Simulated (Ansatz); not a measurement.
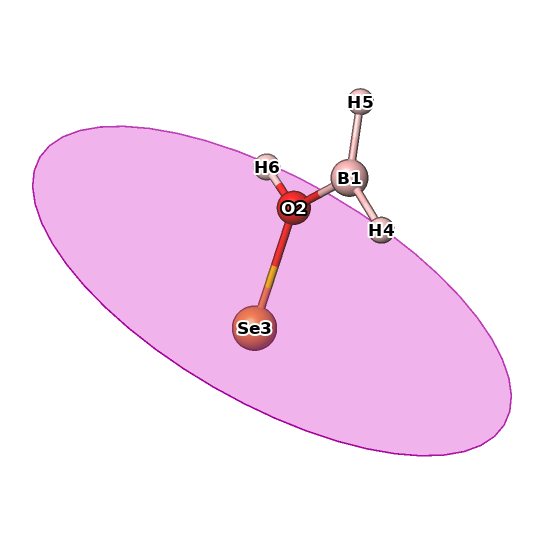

A disc through the centre of mass is drawn in. Distant atoms are faded towards the background colour. The geometry was computed by an optimisation with PBE0-D4/def2-TZVP. No frequency run is at hand to confirm it as a minimum.

Is the plane of the disc a mirror plane of the structure?

No. The point group is Cs, with 1 mirror plane, and this plane isn't one of its mirror planes.
